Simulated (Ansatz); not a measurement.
The calculation's input:

```
crystal:
  periodic: [false, false, false]
  atoms:
    - { symbol: O, position_ang: [-0.2046, -1.3158, 1.4894] }
    - { symbol: Si, position_ang: [0.2348, -1.5641, -0.077] }
    - { symbol: "N", position_ang: [0.5328, -0.0791, -0.7893] }
    - { symbol: C, position_ang: [1.2782, 1.0318, -0.3494] }
    - { symbol: C, position_ang: [-0.0525, 1.1283, -0.7786] }
    - { symbol: S, position_ang: [-1.3114, 1.9206, 0.0783] }
    - { symbol: H, position_ang: [-0.8304, -0.5152, 1.5701] }
    - { symbol: H, position_ang: [-0.8207, -2.2077, -0.8192] }
    - { symbol: H, position_ang: [1.4629, -2.3804, -0.0248] }
    - { symbol: H, position_ang: [1.5936, 1.3086, 0.644] }
    - { symbol: H, position_ang: [-1.8175, 2.6159, -0.923] }
basis:
  gaussian: { orbitals: "6-31G*" }
hamiltonian:
  xc: b3lyp
relax:
  f_tol: 0.02
  max_steps: 50
output:
  orbitals: {}
```

Command:

```sh
ansatz run input.yaml --threads 2 --pin off --max-ram 3072MiB --backend cpu --events-out ev --progress --plain --runs-dir out
```

The fields are those of the relaxed geometry.

All numbers below come from RKS B3LYP/6-31G* in Ansatz 0.2.0.

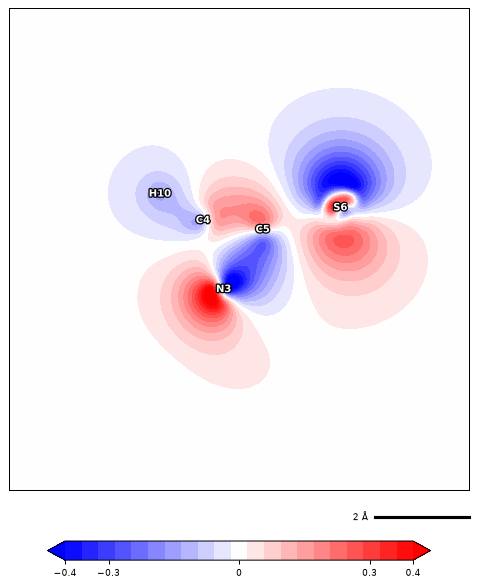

C2H5NOSSi. The HOMO−1 on the plane of atoms N3, C4 and C5 (values in Å⁻³ᐟ²; the overall sign is arbitrary).

**What is the character of this orbital?**

By Hirshfeld shares it lies mainly on S6 (about 60 %), N3 (about 15 %) and C5 (about 10 %). Its energy is −7.67 eV.
